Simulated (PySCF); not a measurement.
H4OSi (Si(OH)H3)

Input

```
{"job": {"kind": "nmr", "xc": "PBE0", "basis": "pcSseg-1"}, "charge": 0, "multiplicity": 1}
Si    -0.065131    -0.123388    -0.368756
O     -0.059994    -0.091418     1.296445
H      0.355152     0.667467     1.715138
H      1.321907    -0.134347    -0.932898
H     -0.782991     1.055523    -0.949703
H     -0.768934    -1.373837    -0.760216
```

Command:

```sh
OMP_NUM_THREADS=1 python probes_run.py task.json out
```

Geometry: PBE0-D3(BJ)/def2-SVP.

Theory: PBE0/pcSseg-1, SCF density, gas phase, non-relativistic in PySCF.

Predict the electron density and electron localisation function between the atoms.

Si–O (1.67 Å): ρ at the midpoint is about 1.1 e/Å³; the ELF peaks at about 0.90 between the atoms, as expected for a shared but strongly polarised pair.
O–H (0.96 Å): ρ is about 3.6 e/Å³ halfway; the ELF climbs to about 1 towards the hydrogen, as it does in any bond to H; an ordinary covalent bond to hydrogen.
Si–H (1.49 Å): ρ at the midpoint is about 0.8 e/Å³; the ELF climbs to about 1 towards the hydrogen.

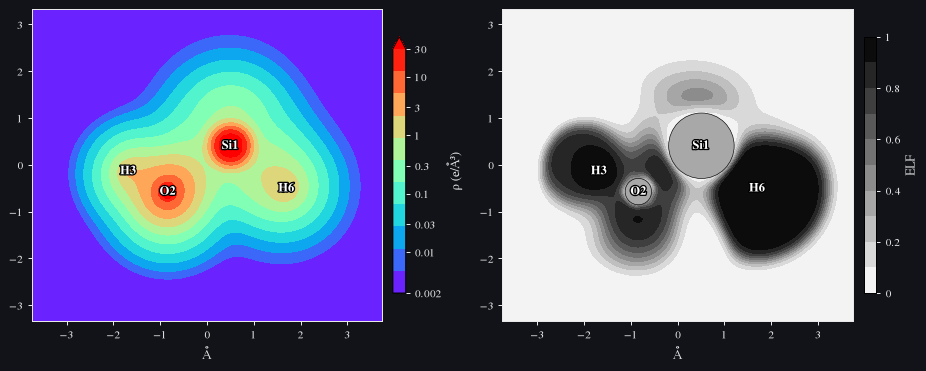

Computed electron density and electron localisation function on the plane of atoms O2, Si1 and H6, in this order. Grey discs cover the atomic cores in the ELF map. 
